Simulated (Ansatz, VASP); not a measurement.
# PtBr2: VASP beside Ansatz

Wanted: the spread between two codes on one cell, functional and k mesh. The cell is generated by rule, not measured, and may not be a known phase. The cell comes out of the VASP series on this material, whose earlier steps may have relaxed, scaled or displaced it; both programs get it as it stands.

Program: Ansatz 0.2.0. Level of theory: plane waves, with VASP 6.6.1 beside it; band structure at PBE, spin-orbit coupling. Results are calculated unless marked as measured.

The structure was built from a prototype and need not be the compound's stable phase.

### 1. Set-up

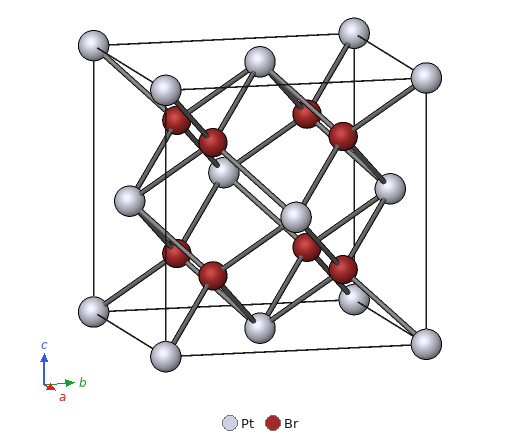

Start, viewed slightly off an axis; platinum light grey, bromine red. This picture shows the conventional cell, with its axes. Some periodic images of atoms are drawn too.

### 2. Ansatz: band structure, PBE, spin-orbit coupling

Ansatz runs on its fully relativistic PAW (standard-fr) files.

The same path points are solved in both programs, so levels can be compared one by one.

input.yaml reads:

```yaml
crystal:
  lattice:
    - [0.0, 3.25441, 3.25441]
    - [3.25441, 0.0, 3.25441]
    - [3.25441, 3.25441, 0.0]
  atoms:
    - { symbol: Pt, position: [0.0, 0.0, 0.0] }
    - { symbol: Br, position: [0.25, 0.25, 0.25] }
    - { symbol: Br, position: [0.75, 0.75, 0.75] }
hamiltonian:
  xc: pbe
  pseudopotentials: { kind: paw_fr }
magnetization:
  noncollinear: true
  spin_orbit: true
kpoints:
  mp_grid: { grid: [8, 8, 8] }
  band_path:
    path:
      - [0.0, 0.0, 0.0]
      - [0.16667, 0.0, 0.16667]
      - [0.33333, 0.0, 0.33333]
      - [0.5, 0.0, 0.5]
      - [0.5, 0.08333, 0.58333]
      - [0.5, 0.18333, 0.68333]
      - [0.5, 0.25, 0.75]
      - [0.45, 0.3, 0.75]
      - [0.40833, 0.34167, 0.75]
      - [0.35, 0.35, 0.7]
      - [0.275, 0.275, 0.55]
      - [0.225, 0.225, 0.45]
      - [0.075, 0.075, 0.15]
      - [0.03333, 0.03333, 0.03333]
      - [0.23333, 0.23333, 0.23333]
      - [0.4, 0.4, 0.4]
      - [0.51667, 0.46667, 0.51667]
      - [0.55833, 0.38333, 0.55833]
      - [0.60833, 0.28333, 0.60833]
      - [0.60833, 0.25, 0.64167]
      - [0.55833, 0.25, 0.69167]
      - [0.51667, 0.25, 0.73333]
      - [0.5, 0.3, 0.7]
      - [0.5, 0.38333, 0.61667]
      - [0.5, 0.48333, 0.51667]
      - [0.475, 0.475, 0.55]
      - [0.425, 0.425, 0.65]
      - [0.38333, 0.38333, 0.73333]
      - [0.59167, 0.18333, 0.59167]
      - [0.55, 0.1, 0.55]
      - [0.5, 0.0, 0.5]
    npoints: 1
scf:
  occupations: { method: gaussian, width: 0.02 }
  n_extra_bands: 14
output:
  forces: true
  stress: true
  eigenvalues: true
```

The run is started by

```console
ansatz run input.yaml --threads 2 --pin off --max-ram 4608MiB --backend cpu --events-out ev --progress --plain --runs-dir out
```

Numbers of over 12 decimals in the logs are rounded to 6 here.

The program printed:

```text
scf.n_extra_bands = 14 over 32 filled bands (N_el = 32.0): the run solves 46 bands
Engine: ansatz 0.2.0, aarch64-unknown-linux-gnu
Pseudopotentials: kind: paw_fr
Pseudopotential: Pt, paw_fr, valence charge 18, recommended cutoff 420 eV (normal), Pt.paw.azcp#standard-fr
Pseudopotential: Br, paw_fr, valence charge 7, recommended cutoff 420 eV (normal), Br.paw.azcp#standard-fr
Functional definition: PBE
  parameter kappa = 0.804
  parameter beta = 0.066725
  exchange = pbe_x(kappa = kappa, mu = beta*pi^2/3)
  correlation = pbe_c(beta = beta)
non-collinear run that drives no moment, with spin-orbit: no starting moment large enough to seed its density (crystal.atoms[].spin), no starting occupations that ask for one, no magnetisation constraint and no magnetic field, so the semilocal B_xc is pinned to zero
Crystal: 3 atoms, lattice volume = 68.936 Å³
Basis set: ecut = 420 eV, 1363 PW (Γ), exchange–correlation on 64×64×64 points (8 copies of the dense FFT grid, shifted against one another)
Bands: 46, of which v1, the nominal top of the filled ones, is band 32 counted from 1 (31 counted from 0)
Symmetry: 48 space group operations + 48 with time reversal
Magnetic group: BNS 225.117 (UNI 1619), of the structure as read, at distance tolerance 4.1e-5 Å
k-points: 29 of 512
Projection manifold: j_resolved (fully-relativistic pseudo-atomic orbitals)
Non-local potential: Pt, projectors of the file, l = 0: 3, l = 1: 4, l = 2: 4, l = 3: 2
Non-local potential: Br, projectors of the file, l = 0: 2, l = 1: 4, l = 2: 4
PAW form: soft (Blöchl's): semilocal exchange-correlation on the pseudo side does not see the compensation charge
PAW one-centre angular grid: Pt, 590 points (default); XC on 64 Gauss nodes
PAW one-centre angular grid: Br, 110 points (default); XC on 64 Gauss nodes
Initial density: superposition of atomic densities (chi_scale 0.1, normalization cell, long waves kept (reshape's long-wave potential 0.00 eV rms))
Initial wavefunctions: pseudopotential atomic-orbital guess
Functional: x = pbe(κ = 0.804, μ = 0.219515), c = pbe(β = 0.066725)
SCF iter   1: F=—  HF=-18123.611163 eV  |F-HF|=—  |Δ(HF+E_count)|=         —  Δρ=3.94e-2  dr2=2.01e0  dr2_m=0.00e0 (ungated)  ethr=3.10e-3  |M|=0.00e0 ∫|m|=0.00e0 μB  |m|>n=0.0e0 m-floor=0.0e0 τ_xc=0.0e0  β_m=0.30  ⟨swp⟩=8.3  Hψ=3413  notcnv=0  defer=40
preconditioner: auto → none  [insulator: Δε(μ)=0.031 eV  Ē_g=11.446 eV  σ=0.020 eV  W_gap=0.69  n_scr=14 (ndim 8)  ℏωp=21.9 eV  f_vac=0.042  D(μ)=4.16/eV (n_scr^D=50)  ε∞_Penn≈4.7]
SCF iter   2: F=—  HF=-18123.337268 eV  |F-HF|=—  |Δ(HF+E_count)|=   2.74e-1  Δρ=2.30e-2  dr2=4.94e-1  dr2_m=0.00e0 (ungated)  ethr=3.10e-3  |M|=0.00e0 ∫|m|=0.00e0 μB  |m|>n=0.0e0 m-floor=0.0e0 τ_xc=0.0e0  β_m=0.25  ⟨swp⟩=2.2  Hψ=1105  notcnv=0  defer=230
SCF iter   3: F=—  HF=-18123.252246 eV  |F-HF|=—  |Δ(HF+E_count)|=   8.50e-2  Δρ=1.08e-2  dr2=3.61e-2  dr2_m=0.00e0 (ungated)  ethr=1.54e-3  |M|=0.00e0 ∫|m|=0.00e0 μB  |m|>n=0.0e0 m-floor=0.0e0 τ_xc=0.0e0  β_m=0.63  ⟨swp⟩=2.0  Hψ=818  notcnv=0  defer=226
SCF iter   4: F=—  HF=-18123.259882 eV  |F-HF|=—  |Δ(HF+E_count)|=   7.64e-3  Δρ=4.74e-3  dr2=2.14e-2  dr2_m=0.00e0 (ungated)  ethr=1.13e-4  |M|=0.00e0 ∫|m|=0.00e0 μB  |m|>n=0.0e0 m-floor=0.0e0 τ_xc=0.0e0  β_m=0.72  ⟨swp⟩=2.2  Hψ=1080  notcnv=0  defer=270
SCF iter   5: F=—  HF=-18123.255489 eV  |F-HF|=—  |Δ(HF+E_count)|=   4.39e-3  Δρ=6.35e-4  dr2=4.47e-4  dr2_m=0.00e0 (ungated)  ethr=6.68e-5  |M|=0.00e0 ∫|m|=0.00e0 μB  |m|>n=0.0e0 m-floor=0.0e0 τ_xc=0.0e0  β_m=0.69  ⟨swp⟩=2.3  Hψ=854  notcnv=0  defer=270
SCF iter   6: F=—  HF=-18123.255390 eV  |F-HF|=—  |Δ(HF+E_count)|=   9.95e-5  Δρ=1.80e-4  dr2=2.22e-5  dr2_m=0.00e0 (ungated)  ethr=1.40e-6  |M|=0.00e0 ∫|m|=0.00e0 μB  |m|>n=0.0e0 m-floor=0.0e0 τ_xc=0.0e0  β_m=0.75  ⟨swp⟩=2.9  Hψ=927  notcnv=0  defer=270
SCF iter   7: F=—  HF=-18123.255378 eV  |F-HF|=—  |Δ(HF+E_count)|=   1.16e-5  Δρ=1.45e-5  dr2=9.03e-8  dr2_m=0.00e0 (ungated)  ethr=3.13e-10  |M|=0.00e0 ∫|m|=0.00e0 μB  |m|>n=0.0e0 m-floor=0.0e0 τ_xc=0.0e0  β_m=0.78  ⟨swp⟩=11.7  Hψ=4249  notcnv=0
SCF iter   8: F=-18123.255378 eV  HF=-18123.255378 eV  |F-HF|=1.49e-10  |Δ(HF+E_count)|=   2.90e-8  Δρ=1.61e-6  dr2=1.49e-9  dr2_m=0.00e0 (ungated)  ethr=2.82e-10  |M|=0.00e0 ∫|m|=0.00e0 μB  |m|>n=0.0e0 m-floor=0.0e0 τ_xc=0.0e0  ⟨swp⟩=2.6  Hψ=2131  notcnv=0
SCF 1 converged in 8 iterations: F = -18123.255378 eV  dr2 = 1.49e-9
  greatest PAW one-centre occupation: 1.000 electrons in one spin orbital (limit 2), on the Pt atom at site 0 (counted from 0), in its partial waves of l = 0
NSCF: frozen V_eff on 31 k-points
SCF converged after 8 iterations
Magnetization: |M| = 0.0000 μB,  M = (+0.0000, +0.0000, +0.0000) μB
Absolute magnetization: 0.0000 μB (∫|m|)
  site 0: m = (+0.0000, +0.0000, +0.0000) μB, |m| = 0.0000 μB  (R = 1.16 Å)
  site 1: m = (+0.0000, +0.0000, +0.0000) μB, |m| = 0.0000 μB  (R = 1.16 Å)
  site 2: m = (+0.0000, +0.0000, +0.0000) μB, |m| = 0.0000 μB  (R = 1.16 Å)
Free energy (F): -18123.255378 eV
Harris-Foulkes:  -18123.255378 eV  (|F-HF|=1.49e-10)
Internal energy: -18123.255377 eV  (E = F + TS)
E sigma→0 (E₀):  -18123.255378 eV
Entropy (-TS):   -0.000001 eV (-0.000 meV/atom)
Fermi energy:    9.354306 eV
--- Per-component energies (eV) ---
  E_band       = -345.450969
  E_kinetic    = 902.272430
  E_local      = -3012.924514  (includes V_loc(G=0)·N_el)
  E_nonlocal   = 332.868111
  E_hartree    = 1122.669889
  E_xc         = -786.670412
  E_vxc        = -504.952195  (∫ρ·V_xc dr)
  E_paw        = -13976.035650  (= ΣΔE_a)
  E_vpaw       = -308.056851  (= ΣTr[D̂ρ^β])
  E_aug_tail   = 0.000187  (compensation charges beyond the density's cutoff)
  E_ewald      = -2705.435418
  E_smearing   = -0.000001  (= −TS)
  E_closure    = 0.000000  (closes the sum)
  Σ components = -18123.255378   (vs F -18123.255378, Δ=0.00e0)
--- Forces (eV/Å), atoms counted from 1 ---
  atom   1  Pt    -0.00000000     0.00000000     0.00000000
  atom   2  Br     0.00000000    -0.00000000     0.00000000
  atom   3  Br     0.00000000     0.00000000    -0.00000000
  max |Σ_I F_I| component: 2.78e-17 eV/Å
--- Stress (GPa, compression-positive) ---
        3.899379      -0.000000      -0.000000
       -0.000000       3.899379       0.000000
        0.000000       0.000000       3.899379
  P = ⅓ Tr σ = 3.8994 GPa (38.994 kbar)
--- Band table (eV; the first three rows and the last of 29) ---
  k-point 0: bands = [... 28 lower, 9.3110, 9.3110, 9.3110, 9.3110, 9.6858, 9.6858, 9.9200, 9.9200, ... 10 higher]
  k-point 1: bands = [... 28 lower, 9.0915, 9.0915, 9.2179, 9.2179, 9.5825, 9.5825, 10.6404, 10.6404, ... 10 higher]
  k-point 2: bands = [... 28 lower, 8.5042, 8.5042, 9.1078, 9.1078, 9.5558, 9.5558, 11.6818, 11.6818, ... 10 higher]
  k-point 28: bands = [... 28 lower, 8.1383, 8.1383, 8.1871, 8.1871, 9.7981, 9.7981, 12.0073, 12.0073, ... 10 higher]
```

Run time: 21 s. Hardware: 2 threads of Arm Neoverse V2, shared host; peak memory 0.52 GiB; 39 s of CPU time.

The column dr2 measures how far the density is from self-consistency, as an energy; F and HF (Harris–Foulkes) agree once it is small.

### 3. VASP: band structure, PBE, spin-orbit coupling

The same cell, functional, mesh and smearing now go to VASP, with its own data sets and cutoff.

Lines of VASP's logs that name or quote its potential files are left out, and so is its time.

INCAR reads:

```
SYSTEM = PtBr2
PREC = Accurate
ENCUT = 400
EDIFF = 1E-06
NELM = 100
ISMEAR = 0
SIGMA = 0.02
LREAL = .FALSE.
ALGO = Normal
GGA = PE
LNONCOLLINEAR = .TRUE.
MAGMOM = 0 0 0 0 0 0 0 0 0
NBANDS = 36
GGA_COMPAT = .FALSE.
LASPH = .TRUE.
LSORBIT = .TRUE.
LMAXMIX = 4
LORBIT = 11
LWAVE = .FALSE.
LCHARG = .FALSE.
KPAR = 4
ISIF = 2
```

POSCAR reads:

```
PtBr2
1.0
    0.0000000000      3.2544100000      3.2544100000
    3.2544100000      0.0000000000      3.2544100000
    3.2544100000      3.2544100000      0.0000000000
Pt Br
1 2
Direct
    0.0000000000      0.0000000000      0.0000000000
    0.2500000000      0.2500000000      0.2500000000
    0.7500000000      0.7500000000      0.7500000000
```

KPOINTS reads:

```
Automatic mesh
0
Gamma
8 8 8
0 0 0
```

KPOINTS_OPT reads:

```
Line mode
16
Line-mode
Reciprocal
  0.00000000   0.00000000   0.00000000 GAMMA
  0.50000000   0.00000000   0.50000000 X

  0.50000000   0.00000000   0.50000000 X
  0.50000000   0.25000000   0.75000000 W

  0.50000000   0.25000000   0.75000000 W
  0.37500000   0.37500000   0.75000000 K

  0.37500000   0.37500000   0.75000000 K
  0.00000000   0.00000000   0.00000000 GAMMA

  0.00000000   0.00000000   0.00000000 GAMMA
  0.50000000   0.50000000   0.50000000 L

  0.50000000   0.50000000   0.50000000 L
  0.62500000   0.25000000   0.62500000 U

  0.62500000   0.25000000   0.62500000 U
  0.50000000   0.25000000   0.75000000 W

  0.50000000   0.25000000   0.75000000 W
  0.50000000   0.50000000   0.50000000 L

  0.50000000   0.50000000   0.50000000 L
  0.37500000   0.37500000   0.75000000 K

  0.62500000   0.25000000   0.62500000 U
  0.50000000   0.00000000   0.50000000 X
```

The projector-augmented-wave data sets are Pt and Br (PBE family, release 64).

The run is started by

```console
mpirun -np 4 vasp_ncl
```

The program printed:

```text
[banner, memory and clock lines left out]
running    4 mpi-ranks, on    1 nodes
 distrk:  each k-point on    1 cores,    4 groups
 distr:  one band on    1 cores,    1 groups

 POSCAR found type information on POSCAR PtBr
 POSCAR found :  2 types and       3 ions
 LDA part: xc-table for (Slater+PW92), standard interpolation
 POSCAR, INCAR and KPOINTS ok, starting setup
 FFT: planning ... GRIDC
 FFT: planning ... GRID_SOFT
 FFT: planning ... GRID
 WAVECAR not read
 entering main loop
       N       E                     dE             d eps       ncg     rms          rms(c)
DAV:   1     0.129400719339E+03    0.12940E+03   -0.92246E+03  2128   0.955E+02
DAV:   2    -0.215458487501E+00   -0.12962E+03   -0.12035E+03  2548   0.214E+02
DAV:   3    -0.855678937604E+01   -0.83413E+01   -0.80993E+01  2500   0.542E+01
DAV:   4    -0.865703582625E+01   -0.10025E+00   -0.10006E+00  2464   0.671E+00
DAV:   5    -0.865848721645E+01   -0.14514E-02   -0.14508E-02  2440   0.789E-01    0.157E+01
DAV:   6    -0.842062104135E+01    0.23787E+00   -0.10785E+00  2216   0.113E+01    0.102E+01
DAV:   7    -0.838636303331E+01    0.34258E-01   -0.22224E-01  2220   0.553E+00    0.523E+00
DAV:   8    -0.837984734783E+01    0.65157E-02   -0.14002E-02  2336   0.132E+00    0.113E+00
DAV:   9    -0.837977971934E+01    0.67628E-04   -0.13897E-03  2384   0.297E-01    0.213E-01
DAV:  10    -0.837984472769E+01   -0.65008E-04   -0.97167E-05  2320   0.759E-02    0.339E-02
DAV:  11    -0.837990676640E+01   -0.62039E-04   -0.45519E-05  2196   0.447E-02    0.219E-02
DAV:  12    -0.837990904266E+01   -0.22763E-05   -0.15273E-06  2196   0.779E-03    0.479E-03
DAV:  13    -0.837990993098E+01   -0.88832E-06   -0.51255E-07  1676   0.455E-03
   1 F= -.83799099E+01 E0= -.83799096E+01  d E =-.677978E-06  mag=    -0.0000     0.0000    -0.0000
 Start KPOINTS_OPT (optional k-point list driver)
k-point batch [1-29\160]
       N       E                     dE             ncg
DAV:   1     0.357190700990E+04   -0.92428E+04     2104
DAV:   2    -0.128869365881E+03   -0.37008E+04     2516
DAV:   3    -0.363094003743E+03   -0.23422E+03     2444
DAV:   4    -0.365975375684E+03   -0.28814E+01     2444
DAV:   5    -0.366026859882E+03   -0.51484E-01     2444
DAV:   6    -0.366028452519E+03   -0.15926E-02     2484
DAV:   7    -0.366028511348E+03   -0.58829E-04     2428
DAV:   8    -0.366028513677E+03   -0.23291E-05     1988
DAV:   9    -0.366028513824E+03   -0.14705E-06     1480
[...]
k-point batch [146-160\160]
       N       E                     dE             ncg
DAV:   1     0.100939271420E+05   -0.77530E+04     1104
DAV:   2     0.817512058432E+04   -0.19188E+04     1332
DAV:   3     0.806077901106E+04   -0.11434E+03     1304
DAV:   4     0.805946949581E+04   -0.13095E+01     1336
DAV:   5     0.805944484501E+04   -0.24651E-01     1324
DAV:   6     0.805944407936E+04   -0.76566E-03     1320
DAV:   7     0.805944405265E+04   -0.26710E-04     1336
DAV:   8     0.805944405160E+04   -0.10430E-05     1084
DAV:   9     0.805944405153E+04   -0.69448E-07      856
```

(Continued in part 2 of 2.)

[Lines on the potential files, build, host, timing and source positions are cut from VASP's logs without a mark.]

[Logs are printed without paths, hosts, clocks, repeated set-up lines and the standing remarks that a program may print on its own settings, such as how far it seeks lower states.]

[Hosts, paths, dates, database ids (printed as entryN), source tags and the programs' standing remarks are cut or masked in the printed files.]
